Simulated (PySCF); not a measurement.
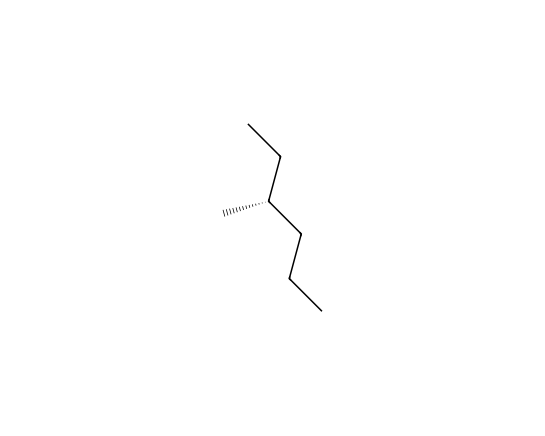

2D structure.

Give its SMILES.

CCC[C@H](C)CC

What is the molecular formula?

C7H16.

An optimisation with GFN2-xTB gave a structure of which point group?

C1.

More results for the same structure follow; atom numbers are the same in all pictures, views and colours differ. The computed structure is the end point of a GFN2-xTB optimisation. No frequency run is at hand to confirm it as a minimum.

**Geometry**

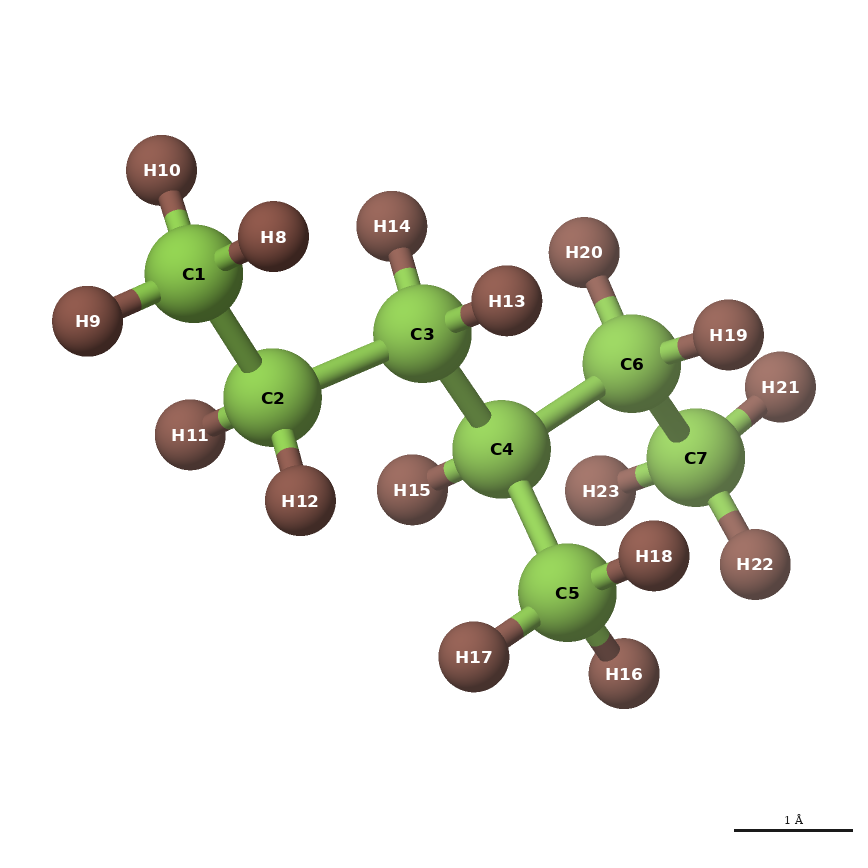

Atoms carry their numbers in the input. No frequency run is at hand to confirm it as a minimum.

Describe the coordination of atom 7.

C7 has 4 neighbours (C6 at 1.52, H21 at 1.09, H22 at 1.09, H23 at 1.09 Å); the arrangement is tetrahedral.

How are the neighbours of atom 3 arranged?

C3 has 4 neighbours (C2 at 1.53, C4 at 1.53, H13 at 1.09, H14 at 1.09 Å); the arrangement is tetrahedral.

What is the geometry at C4?

C4 has 4 neighbours (C3 at 1.53, C5 at 1.53, C6 at 1.53, H15 at 1.10 Å); the arrangement is tetrahedral.

What is the geometry at C6?

C6 has 4 neighbours (C4 at 1.53, C7 at 1.52, H19 at 1.09, H20 at 1.09 Å); the arrangement is tetrahedral.

What is the dihedral angle C3–C4–C6–C7?

168° in size, that is anti.

**Electronic properties**

No frequency run is at hand to confirm it as a minimum. Level of theory: PBE0/pcSseg-1, gas phase (PySCF 2.14.0).

What does the calculation give?

- dipole moment: 0.06 D
- HOMO energy (Kohn–Sham orbital): −8.47 eV
- LUMO energy (Kohn–Sham orbital): 1.53 eV
- HOMO–LUMO gap: 10.00 eV

**NMR shielding**

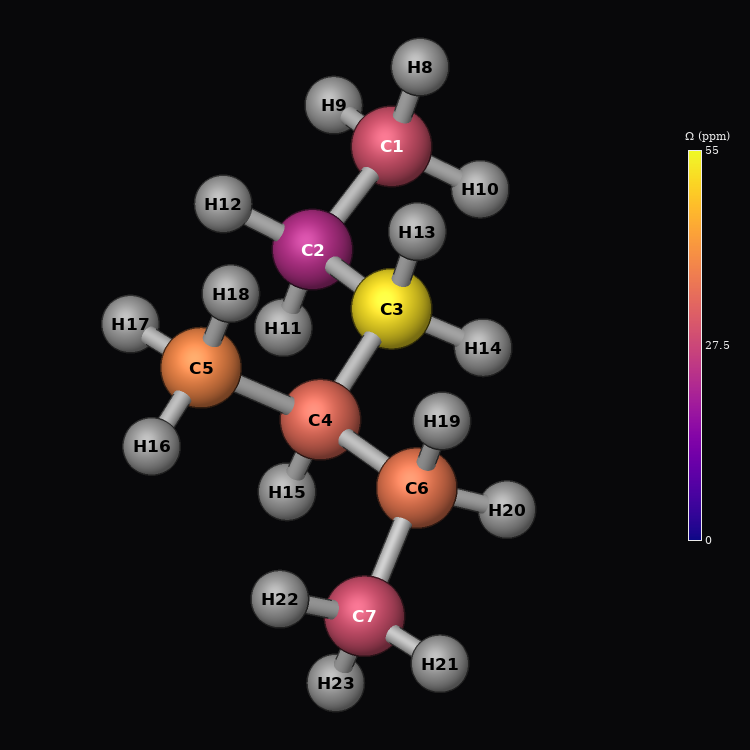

The C atoms are coloured by the span of their shielding tensor. No frequency run is at hand to confirm it as a minimum. Level of theory: GIAO PBE0/pcSseg-1 NMR shielding, non-relativistic, gas phase (PySCF 2.14.0). Principal shieldings σ11 ≤ σ22 ≤ σ33, span Ω = σ33 − σ11, skew κ = 3(σiso − σ22)/Ω.

Which C atom has the most anisotropic shielding?

C3, with a span of 52 ppm.

Give the shielding tensors of the C atoms.

```json
{"atom": "C1", "σ11": "158.0", "σ22": "162.5", "σ33": "187.9", "σiso": "169.5", "Ω": "29.9", "κ": "0.70"}
{"atom": "C2", "σ11": "147.4", "σ22": "164.5", "σ33": "170.7", "σiso": "160.8", "Ω": "23.3", "κ": "−0.47"}
{"atom": "C3", "σ11": "117.0", "σ22": "134.4", "σ33": "168.9", "σiso": "140.1", "Ω": "51.9", "κ": "0.33"}
{"atom": "C4", "σ11": "127.0", "σ22": "149.9", "σ33": "161.7", "σiso": "146.2", "Ω": "34.7", "κ": "−0.32"}
{"atom": "C5", "σ11": "149.4", "σ22": "166.9", "σ33": "188.5", "σiso": "168.3", "Ω": "39.1", "κ": "0.10"}
{"atom": "C6", "σ11": "135.4", "σ22": "144.2", "σ33": "172.1", "σiso": "150.6", "Ω": "36.8", "κ": "0.52"}
{"atom": "C7", "σ11": "157.7", "σ22": "171.1", "σ33": "187.3", "σiso": "172.0", "Ω": "29.6", "κ": "0.10"}
```

Shieldings and span in ppm.

**Charges**

The questions are on Mulliken charges. No frequency run is at hand to confirm it as a minimum. Properties computed with PBE0/pcSseg-1, gas phase (PySCF 2.14.0).

List the Mulliken charges.

```
atom  value (e)
  C1      −0.25
  C2      −0.27
  C3      −0.19
  C4      −0.36
  C5      −0.21
  C6      −0.22
  C7      −0.25
  H8       0.11
  H9       0.11
 H10       0.11
 H11       0.11
 H12       0.12
 H13       0.11
 H14       0.11
 H15       0.11
 H16       0.11
 H17       0.12
 H18       0.10
 H19       0.11
 H20       0.11
 H21       0.11
 H22       0.11
 H23       0.11
```

Mulliken values depend strongly on the basis set and can even reverse the polarity of a bond.
